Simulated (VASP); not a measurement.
Band structure of NiS (space group P6_3/mmc). Computed with LDA (Ceperley-Alder, Perdew-Zunger), VASP's LDA PAW potentials (set 64) (plane waves; VASP).

The moments were started parallel, and other spin orders were not tried in this run.

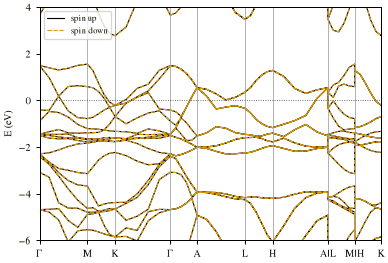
Fig. 1. Bands along high-symmetry lines, zero at the valence-band maximum or, without a gap, the Fermi level

Q: Read the plot: is there a gap, and where are the band edges?

A: It has no gap at this level: it comes out as a metal or semimetal.

The structure comes from a measured NiS entry of the Crystallography Open Database, whose conditions weren't checked. The cell was not relaxed at this level.
